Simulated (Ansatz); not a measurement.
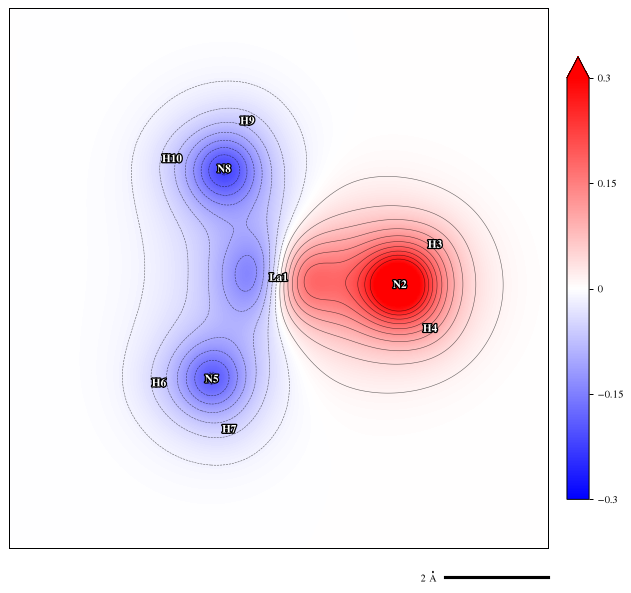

*H6LaN3 (charge +1, doublet). The HOMO (β) on a plane 0.8 Å above the molecular plane (values in Å⁻³ᐟ²; the overall sign is arbitrary).*

Geometry: r2SCAN-D4/def2-SVP; core potentials replace the inner electrons of La.

Level of theory: UKS PBE0-D4/def2-TZVP (Ansatz 0.2.0).

```csv
atom,x (Å),y (Å),z (Å)
La,-0.0011,0.0007,-0.0127
N,2.3352,0.0336,-0.2391
H,2.9671,-0.7692,-0.3413
H,2.9529,0.8537,-0.2526
N,-1.1858,2.0131,0.2259
H,-2.1988,2.1348,0.3412
H,-0.8060,2.9669,0.2427
N,-1.1498,-2.0463,0.0067
H,-0.7532,-2.9895,-0.0792
H,-2.1603,-2.1978,0.1084
```

**What is the character of this orbital?**

It lies mainly on N2 (about 45 %), La1 (about 20 %), N5 (about 10 %) and N8 (about 10 %); it changes sign across the molecular plane (π type); π-bonding across La1–N2; π-antibonding (a node) across La1–N5 and La1–N8. It is one of a degenerate set, so its orientation is arbitrary. Its energy is −10.72 eV.
